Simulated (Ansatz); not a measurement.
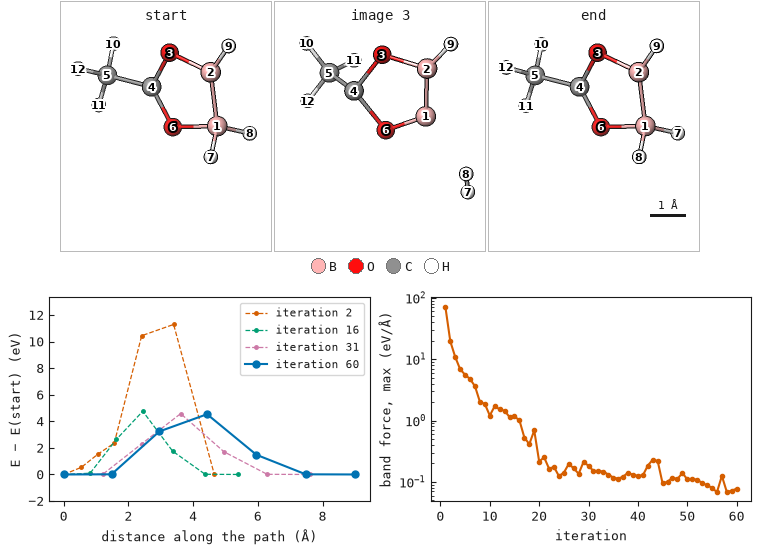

A nudged-elastic-band calculation for C₂H₆B₂O₂. Images are numbered from 0 (start) to 6 (end). The plot follows the band through its iterations. The picture is a ball-and-stick view, seen from a free direction.

Level of theory: RKS B3LYP-D4/STO-3G (Ansatz). Run with 5 movable images; climbing image; force threshold 0.05 eV/Å; iteration limit 60; starting path through a guess of the saddle point.

Question: Judge this run.

Answer: The result isn't final. The band hadn't converged when the run stopped after 60 iterations. The largest component of the band force went from 71 to 0.078 eV/Å. The barrier read from it is provisional, though the highest image hardly moved in the last two iterations. The first iteration put the highest image at 23.45 eV. The two ends have the same energy, and the highest point, image 3, lies 4.54 eV above the start.

Limits of the set-up: STO-3G is a minimal basis, so the numbers are rough.

Cost: 13 min on 1 thread of Arm Neoverse V1, with other jobs on the host, peak memory 0.1 GiB.
